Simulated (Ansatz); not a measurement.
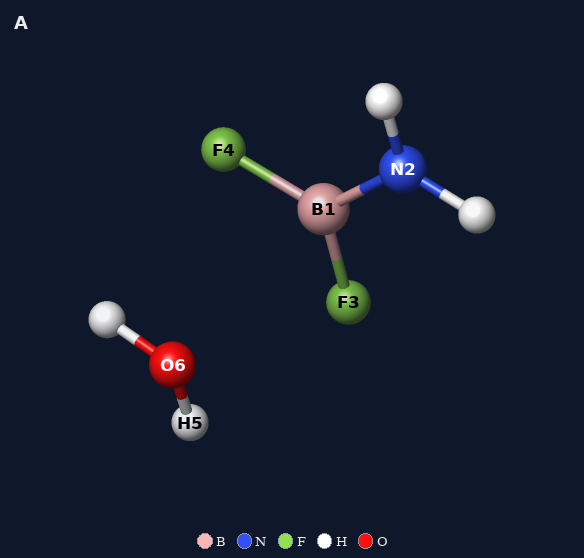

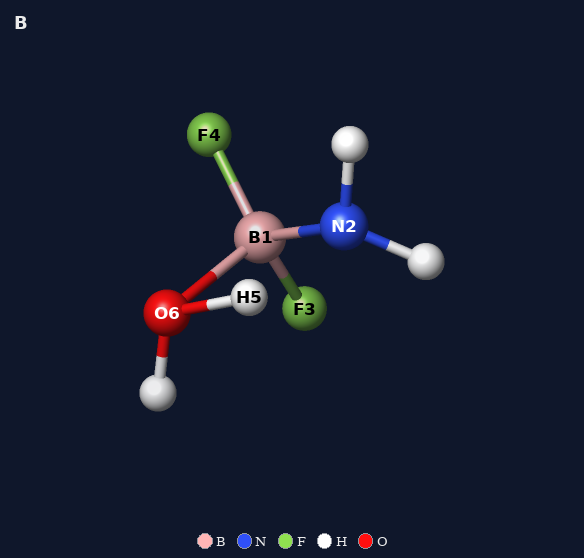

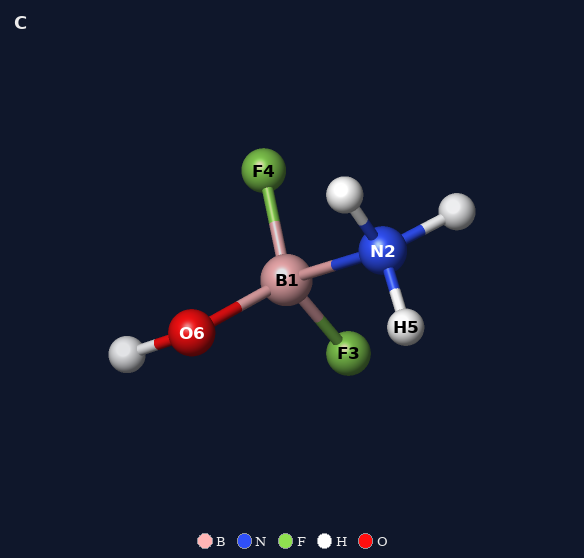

Three stationary points along one reaction path, in mixed order. Sticks follow a distance rule, so a partial bond may show as a full stick or not at all. The species is neutral and a spin singlet. Geometries: PBE0-D4/def2-TZVP; all other levels are single points on them, and energies count from the start as drawn. Program: Ansatz 0.2.0. In CBS estimates cores are frozen, and CCSD(T) − MP2 is taken in the smaller basis.

Question: Which panel shows the transition state?

Answer: B.

Question: Which bonds form and which break from A to C?

Answer: Formed: B1–O6, N2–H5; broken: H5–O6. At the saddle point B1···O6 is 1.60 Å, N2···H5 is 1.37 Å, H5···O6 is 1.16 Å.

Give the electronic barrier and the reaction energy from A to C in kJ/mol (no zero-point energy) with CCSD(T)/CBS (MP2 limit from def2-TZVPP and def2-QZVPP plus CCSD(T) − MP2); RHF-MP2 (frozen core)/def2-QZVPP; B2PLYP (frozen core)/def2-TZVPP.

| level | barrier | reaction energy |
| --- | --- | --- |
| CCSD(T)/CBS (MP2 limit from def2-TZVPP and def2-QZVPP plus CCSD(T) − MP2) | 70.5 | −61.0 |
| RHF-MP2 (frozen core)/def2-QZVPP | 64.6 | −62.1 |
| B2PLYP (frozen core)/def2-TZVPP | 72.5 | −55.5 |
